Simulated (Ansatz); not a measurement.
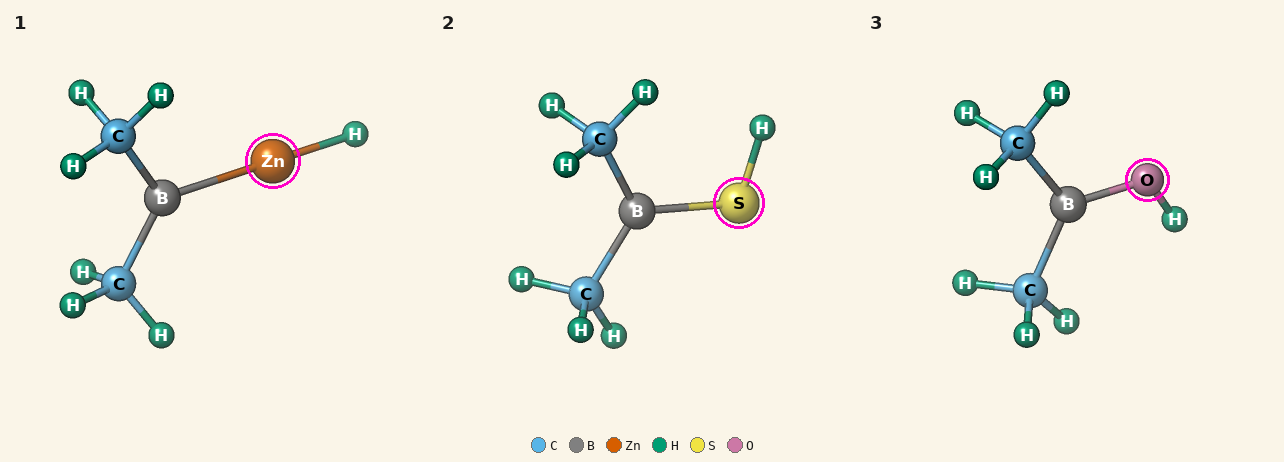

3 molecules with one skeleton, seen from the same side and at one scale; the atom that differs is circled. Charge 0, singlet. Computed geometries: PBE0-D4/def2-TZVP optimisations, one conformation each. Properties computed with Ansatz 0.2.0.

One atom differs, called X below: Zn in panel 1, S in panel 2, O in panel 3. Their formulas are C2H7BZn (`C[B](C)[ZnH]`), C2H7BS (`CB(C)S`), C2H7BO (`CB(C)O`).

Rank them by the HOMO–LUMO gap, lowest first (ωB97M-V/def2-QZVPP).

1 (Zn), 2 (S), 3 (O).

Rank them by the angle B–X–H, lowest first (PBE0-D4/def2-TZVP).

2 (S), 3 (O), 1 (Zn).

Give the values. With PBE0-D4/def2-TZVP: length of X–B (Å), length of X–H (Å), angle B–X–H (°), harmonic zero-point energy (kJ/mol). With ωB97M-V/def2-QZVPP: HOMO energy (Kohn–Sham orbital) (eV), HOMO–LUMO gap (eV). With PBE-D4/def2-TZVPP: dipole moment (D).

| quantity | 1 (Zn) | 2 (S) | 3 (O) |
| --- | --- | --- | --- |
| length of X–B (Å) | 2.101 | 1.796 | 1.364 |
| length of X–H (Å) | 1.567 | 1.344 | 0.961 |
| angle B–X–H (°) | 179.7 | 99.1 | 112.9 |
| HOMO energy (Kohn–Sham orbital) (eV) | −8.50 | −10.05 | −10.76 |
| HOMO–LUMO gap (eV) | 8.58 | 11.61 | 12.18 |
| dipole moment (D) | 1.51 | 1.08 | 1.34 |
| harmonic zero-point energy (kJ/mol) | 215.0 | 229.0 | 242.3 |
